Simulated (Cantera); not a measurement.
Feed: 1 mol B₂H₆, 0.05 mol O₂, a varied amount of N₂, held at 2127 °C and 760 Pa.

Cantera equilibrium calculation (NASA polynomials, part measured and part estimated; ideal gas, pure solids and liquids). Candidate condensed phases: B, BN, B₂O₃, B₃O₃H₃, H₂O; 39 gas species. The feed counts by its element totals alone. The tables' values for BH₂ are old estimates; treat these amounts as uncertain. The numbers say what is thermodynamically allowed, not how fast it happens.

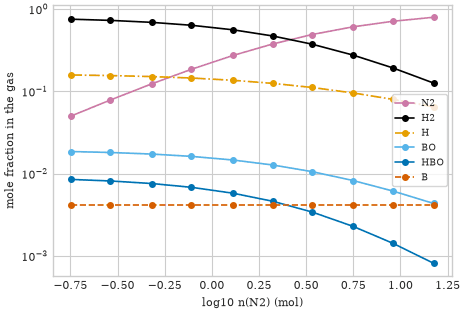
Figure: Equilibrium gas composition (values under 1e-9 drawn at 1e-9)

Problem. Read off the mole fractions at 0.18 mol N₂.

Solution. H₂ about 0.76, H about 0.16, N₂ about 0.051, BO about 0.019, HBO about 0.0085, B about 0.0042.
